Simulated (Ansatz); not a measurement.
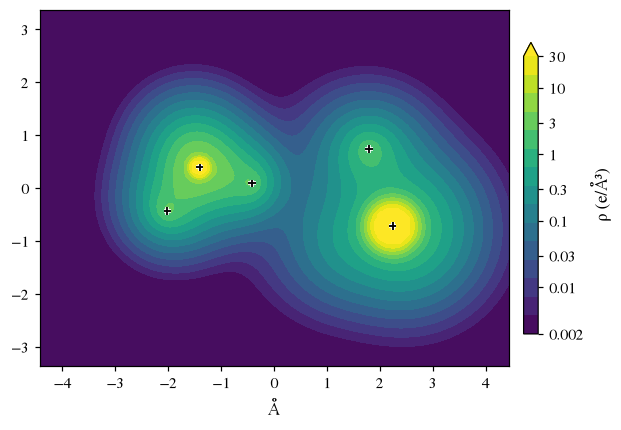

The electron density on a plane through atoms (crosses mark nuclei in the plane).

Computed with RKS PBE0-D4/def2-TZVPPD (Ansatz).

Candidates:
A. CH₄···H₃Sb (SMILES C.[SbH3])
B. NH₄···AsH₃ (SMILES [NH4+].[AsH3]) (charge +1)

### Which candidate gave the map?

Candidate B: NH₄···AsH₃ on the plane of atoms H3, N1 and H4, which holds N, H and As. As6···H4 (2.78 Å): the density falls to about 0.08 e/Å³ on the way: a weak contact between the two molecules. N–H (1.02 Å): the density is about 3 e/Å³ at the midpoint.
